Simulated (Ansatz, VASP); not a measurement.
## CoPdO2 in two plane-wave programs

Wanted: the spread between two codes on one cell, functional and k mesh.

Method: plane waves, with VASP 6.6.1 beside it; relaxation of cell and atoms at PBE, in Ansatz 0.2.0.

### Step 1. Starting point

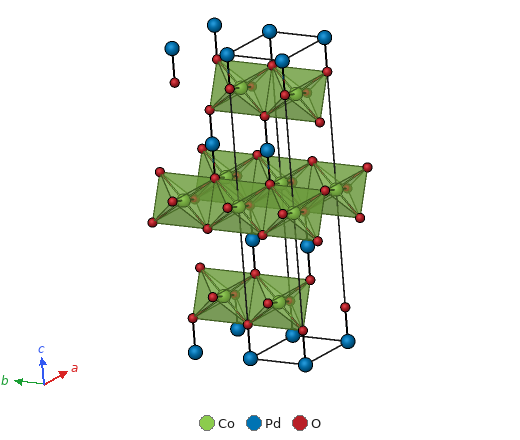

The starting structure, seen from a free direction (cobalt green, palladium blue, oxygen red). 1×2×1 cells are drawn. This picture shows the conventional cell, with its axes. Some periodic images of atoms are drawn too.

As a file:

```xyz
4
Lattice="1.4317 0.8266 5.9578 -1.4317 0.8266 5.9578 0.0000 -1.6532 5.9578" Properties=species:S:1:pos:R:3 pbc="T T T"
Co    0.0000    0.0000    8.9367
Pd    0.0000    0.0000    0.0000
O     0.0000    0.0000   15.8630
O     0.0000    0.0000    2.0103
```

### Step 2. VASP: relaxation of cell and atoms, PBE

The relaxed volume is the usual yardstick between codes: its relative difference is about their pressure difference at one cell divided by the bulk modulus.

Lines of VASP's logs that name or quote its potential files are left out, and so is its time.

INCAR reads:

```
SYSTEM = CoPdO2
PREC = Accurate
ENCUT = 560
EDIFF = 1E-06
NELM = 100
ISMEAR = -1
SIGMA = 0.05
LREAL = .FALSE.
ALGO = Normal
GGA = PE
NBANDS = 23
ISPIN = 2
MAGMOM = 2 0 0 0
LMAXMIX = 4
LORBIT = 11
LWAVE = .FALSE.
LCHARG = .FALSE.
KPAR = 4
IBRION = 2
NSW = 60
ISIF = 3
EDIFFG = -0.01
```

POSCAR reads:

```
CoPdO2
1.0
    1.4316899074      0.8265865534      5.9577715763
   -1.4316899074      0.8265865534      5.9577715763
    0.0000000000     -1.6531731068      5.9577715763
Co Pd O
1 1 2
Direct
    0.5000000000      0.5000000000      0.5000000000
    0.0000000000      0.0000000000      0.0000000000
    0.8875240000      0.8875240000      0.8875240000
    0.1124760000      0.1124760000      0.1124760000
```

KPOINTS reads:

```
Automatic mesh
0
Gamma
11 11 11
0 0 0
```

PAW data sets: Co, Pd and O (PBE family, release 64).

Launch:

```bash
mpirun -np 4 vasp_std
```

Numbers of over 12 decimals in the logs are rounded to 6 here.

What it wrote:

```text
[banner, memory and clock lines left out]
running    4 mpi-ranks, on    1 nodes
 distrk:  each k-point on    1 cores,    4 groups
 distr:  one band on    1 cores,    1 groups

 POSCAR found type information on POSCAR CoPdO
 POSCAR found :  3 types and       4 ions
 LDA part: xc-table for (Slater+PW92), standard interpolation
 POSCAR, INCAR and KPOINTS ok, starting setup
 FFT: planning ... GRIDC
 FFT: planning ... GRID_SOFT
 FFT: planning ... GRID
 WAVECAR not read
 entering main loop
       N       E                     dE             d eps       ncg     rms          rms(c)
DAV:   1     0.255519648674E+03    0.25552E+03   -0.15712E+04 13472   0.156E+03
DAV:   2    -0.108346602969E+02   -0.26635E+03   -0.23942E+03 14524   0.363E+02
DAV:   3    -0.308619827877E+02   -0.20027E+02   -0.19496E+02 16064   0.113E+02
DAV:   4    -0.311916471317E+02   -0.32966E+00   -0.32926E+00 15968   0.148E+01
DAV:   5    -0.312003950049E+02   -0.87479E-02   -0.87468E-02 17277   0.239E+00    0.292E+01
DAV:   6    -0.588186292315E+02   -0.27618E+02   -0.19822E+02 17837   0.163E+02    0.757E+01
DAV:   7    -0.316696815816E+02    0.27149E+02   -0.26396E+01 19292   0.803E+01    0.289E+01
DAV:   8    -0.258971536698E+02    0.57725E+01   -0.17141E+01 18485   0.114E+02    0.996E+00
DAV:   9    -0.258077916004E+02    0.89362E-01   -0.37108E+00 17660   0.171E+01    0.714E+00
DAV:  10    -0.254541340278E+02    0.35366E+00   -0.74681E-01 20385   0.146E+01    0.257E+00
DAV:  11    -0.254840348971E+02   -0.29901E-01   -0.14303E-01 14882   0.345E+00    0.142E+00
DAV:  12    -0.254847101125E+02   -0.67522E-03   -0.12870E-02 18757   0.199E+00    0.876E-01
DAV:  13    -0.254841559957E+02    0.55412E-03   -0.50359E-03 20114   0.130E+00    0.200E-01
DAV:  14    -0.254841932204E+02   -0.37225E-04   -0.13678E-03 19039   0.353E-01    0.109E-01
DAV:  15    -0.254841945431E+02   -0.13227E-05   -0.32191E-04 20655   0.285E-01    0.756E-02
DAV:  16    -0.254841823322E+02    0.12211E-04   -0.32717E-05 18563   0.637E-02    0.466E-02
DAV:  17    -0.254841682910E+02    0.14041E-04   -0.16101E-05 21334   0.647E-02    0.200E-02
DAV:  18    -0.254841663162E+02    0.19748E-05   -0.37073E-06 14168   0.270E-02    0.943E-03
DAV:  19    -0.254841658203E+02    0.49587E-06   -0.13698E-06  8589   0.146E-02
   1 F= -.25484166E+02 E0= -.25482591E+02  d E =-.254842E+02  mag=    -0.0000
[... from here on, the cycles between the ionic steps are left out ...]
   2 F= -.25484329E+02 E0= -.25482879E+02  d E =-.163566E-03  mag=    -0.0000
   3 F= -.25485128E+02 E0= -.25483623E+02  d E =-.962542E-03  mag=    -0.0000
   4 F= -.25485130E+02 E0= -.25483621E+02  d E =-.963767E-03  mag=    -0.0000
   5 F= -.25484882E+02 E0= -.25483342E+02  d E =-.715708E-03  mag=    -0.0000
   6 F= -.25485115E+02 E0= -.25483601E+02  d E =-.949185E-03  mag=     0.0000
   7 F= -.25485124E+02 E0= -.25483613E+02  d E =-.957837E-03  mag=    -0.0000
   8 F= -.25485127E+02 E0= -.25483618E+02  d E =-.960970E-03  mag=     0.0000
 curvature:  -0.18 expect dE=-0.166E-04 dE for cont linesearch -0.575E-06
 ZBRENT: accuracy reached
 trial: gam=-0.00411 g(F)=  0.678E-04 g(S)=  0.239E-04 ort = 0.106E-03 (trialstep = 0.901E+00)
 search vector abs. value=  0.909E-04
 bond charge predicted
       N       E                     dE             d eps       ncg     rms          rms(c)
DAV:   1    -0.254852917804E+02   -0.16502E-03   -0.15574E-02 13432   0.951E-01    0.830E-02
DAV:   2    -0.254851998567E+02    0.91924E-04   -0.53631E-04 16736   0.228E-01    0.519E-02
DAV:   3    -0.254852072745E+02   -0.74177E-05   -0.25398E-04 17950   0.284E-01    0.479E-02
DAV:   4    -0.254851803498E+02    0.26925E-04   -0.12934E-04 17952   0.225E-01    0.244E-02
DAV:   5    -0.254851764013E+02    0.39484E-05   -0.64576E-06 14250   0.573E-02    0.108E-02
DAV:   6    -0.254851756551E+02    0.74625E-06   -0.23851E-06 10090   0.144E-02
   9 F= -.25485176E+02 E0= -.25483658E+02  d E =-.488648E-04  mag=    -0.0000
 trial-energy change:   -0.000049  1 .order   -0.000053   -0.000082   -0.000023
 step:   1.2496(harm=  1.2496)  dis= 0.00157  next Energy=   -25.485184 (dE=-0.570E-04)
 reached required accuracy - stopping structural energy minimisation
```

OUTCAR, selected parts (step 2):

```text
ion  position               nearest neighbor table
   1  0.500  0.500  0.500-   4 1.92   3 1.92   4 1.92   4 1.92   3 1.92   3 1.92
   2  0.000  0.000  0.000-   3 2.01   4 2.01
   3  0.888  0.888  0.888-   1 1.92   1 1.92   1 1.92   2 2.01
   4  0.112  0.112  0.112-   1 1.92   1 1.92   1 1.92   2 2.01

  LATTYP: Found a trigonal (rhomboedric) cell.
 ALAT       =     6.1828814865
 COS(alpha) =     0.8927626487

 Subroutine GETGRP returns: Found 12 space group operations
 (whereof 12 operations were pure point group operations)

The static configuration has the point symmetry D_3d.

 Found    146 irreducible k-points:

   k-points           NKPTS =    146   k-points in BZ     NKDIM =    146   number of bands    NBANDS=     23

   dimension x,y,z NGX =    48 NGY =   48 NGZ =   48
   dimension x,y,z NGXF=    96 NGYF=   96 NGZF=   96

   ENCUT  =  560.0 eV  41.16 Ry    6.42 a.u.  11.93 11.93 11.93*2*pi/ulx,y,z

   NELECT =      31.0000    total number of electrons

 k-points in reciprocal lattice and weights: Automatic mesh
   0.00000000  0.00000000  0.00000000       0.001
   0.09090909  0.00000000 -0.00000000       0.005
   0.18181818  0.00000000 -0.00000000       0.005
   0.27272727 -0.00000000  0.00000000       0.005
   0.36363636 -0.00000000 -0.00000000       0.005
   0.45454545 -0.00000000 -0.00000000       0.005
   0.09090909  0.09090909 -0.00000000       0.005
   0.18181818  0.09090909 -0.00000000       0.009
   0.27272727  0.09090909 -0.00000000       0.009
[...]
0.45454545  0.45454545  0.45454545       0.002
  -0.45454545  0.45454545  0.45454545       0.005

 average (electrostatic) potential at core
       1 -81.4772       2 -73.0821       3 -69.1105       4 -69.1105

 E-fermi :   7.4130

 spin component 1
 k-point     1 :       0.0000    0.0000    0.0000
  band No.  band energies     occupation
    ...
     12       5.8900      1.00000
     13       5.8900      1.00000
     14       6.1086      1.00000
     15       6.1086      1.00000
     16       6.6249      1.00000
     17       9.5064      0.00000
     18       9.5064      0.00000
     19      10.3855      0.00000
     20      13.9446      0.00000
     21      16.7896      0.00000
    ...

 k-point     2 :       0.0909    0.0000   -0.0000
  band No.  band energies     occupation
    ...
     12       5.7769      1.00000
     13       5.8923      1.00000
     14       6.2059      1.00000
     15       6.3291      1.00000
     16       6.6545      1.00000
     17       9.3048      0.00000
     18       9.4334      0.00000
     19      10.5246      0.00000
     20      14.3473      0.00000
     21      17.0148      0.00000
    ...

 k-point     3 :       0.1818    0.0000   -0.0000
  band No.  band energies     occupation
    ...
     12       5.6285      1.00000
     13       5.8794      1.00000
     14       6.3346      1.00000
     15       6.7002      1.00000
     16       6.7528      1.00000
     17       8.9035      0.00000
     18       9.2621      0.00000
     19      10.8033      0.00000
     20      15.3211      0.00000
     21      17.6254      0.00000
    ...

 k-point     4 :       0.2727   -0.0000    0.0000
  band No.  band energies     occupation
    ...
     12       5.8923      1.00000
     13       6.1966      1.00000
     14       6.4455      1.00000
     15       6.8878      0.99997
     16       6.9052      0.99996
     17       8.6307      0.00000
     18       9.1091      0.00000
     19      11.0043      0.00000
     20      16.4921      0.00000
     21      18.2294      0.00000
    ...

 k-point     5 :       0.3636   -0.0000   -0.0000
  band No.  band energies     occupation
    ...
     12       5.9960      1.00000
     13       6.7603      1.00000
     14       6.7655      1.00000
     15       6.8473      0.99999
     16       7.2368      0.97135
     17       8.6124      0.00000
     18       9.0601      0.00000
     19      11.0702      0.00000
     20      17.3317      0.00000
     21      17.5891      0.00000
    ...

 k-point     6 :       0.4545   -0.0000   -0.0000
  band No.  band energies     occupation
    ...
     11       6.0570      1.00000
     12       6.1723      1.00000
     13       6.6327      1.00000
     14       6.8306      0.99999
     15       7.1428      0.99552
     16       8.1283      0.00000
     17       8.6961      0.00000
     18       9.0718      0.00000
     19      11.0600      0.00000
     20      15.9670      0.00000
    ...

  Total        0.0164422      0.0164422     -0.0227013      0.0000000      0.0000000      0.0000000
  in kB        0.6254005      0.6254005     -0.8634741      0.0000000      0.0000000      0.0000000
  external PRESSURE =       0.1291089 kB  Pullay stress =       0.0000000 kB

  energy-cutoff  :      560.00
  volume of cell :       42.12
      direct lattice vectors                 reciprocal lattice vectors
     1.430177593  0.825713418  5.944868756     0.349606932  0.201845656  0.056070764
    -1.430177593  0.825713418  5.944868756    -0.349606932  0.201845656  0.056070764
    -0.000000000 -1.651426836  5.944868756     0.000000000 -0.403691312  0.056070764

 POSITION                                       TOTAL-FORCE (eV/Angst)
 -----------------------------------------------------------------------------------
     -0.00000      0.00000      8.91730         0.000000     -0.000000     -0.000000
     -0.00000     -0.00000      0.00000        -0.000000      0.000000     -0.000000
     -0.00000      0.00000     15.82522         0.000000     -0.000000     -0.004302
     -0.00000      0.00000      2.00939        -0.000000      0.000000      0.004302
 -----------------------------------------------------------------------------------
    total drift:                                0.000000      0.000000     -0.000000

  FREE ENERGIE OF THE ION-ELECTRON SYSTEM (eV)
  ---------------------------------------------------
  free  energy   TOTEN  =       -25.4851756551 eV

  energy  without entropy=      -25.4821409363  energy(sigma->0) =      -25.48365830

 reached required accuracy - stopping structural energy minimisation

 total charge
# of ion       s       p       d       tot
------------------------------------------
    1        0.422   0.641   7.318   8.381
    2        0.468   0.448   8.447   9.362
    3        1.558   3.429   0.000   4.987
    4        1.558   3.429   0.000   4.987
--------------------------------------------------
tot          4.006   7.946  15.765  27.717

 magnetization (x)
# of ion       s       p       d       tot
------------------------------------------
    1       -0.000   0.000  -0.000  -0.000
    2       -0.000   0.000   0.000  -0.000
    3       -0.000   0.000   0.000   0.000
    4       -0.000   0.000   0.000   0.000
--------------------------------------------------
tot         -0.000   0.000  -0.000  -0.000

[... 1 further part left out ...]
```

CONTCAR:

```
CoPdO2
   1.00000000000000
     1.4301775925377622    0.8257134180072936    5.9448687564972484
    -1.4301775925377622    0.8257134180072936    5.9448687564972484
    -0.0000000000000000   -1.6514268360145872    5.9448687564972484
  Co              Pd              O
     1     1     2
Direct
     0.5000000000000000    0.5000000000000000    0.5000000000000000
     0.0000000000000000    0.0000000000000000    0.0000000000000000
     0.8873321178457132    0.8873321178457132    0.8873321178457132
     0.1126678821542868    0.1126678821542868    0.1126678821542868
```

[end of part 1 of 2]

[Lines on the potential files, build, host, timing and source positions are cut from VASP's logs without a mark.]

[Logs are printed without paths, hosts, clocks, repeated set-up lines and the standing remarks that a program may print on its own settings, such as how far it seeks lower states.]

[Hosts, paths, dates, database ids (printed as entryN), source tags and the programs' standing remarks are cut or masked in the printed files.]
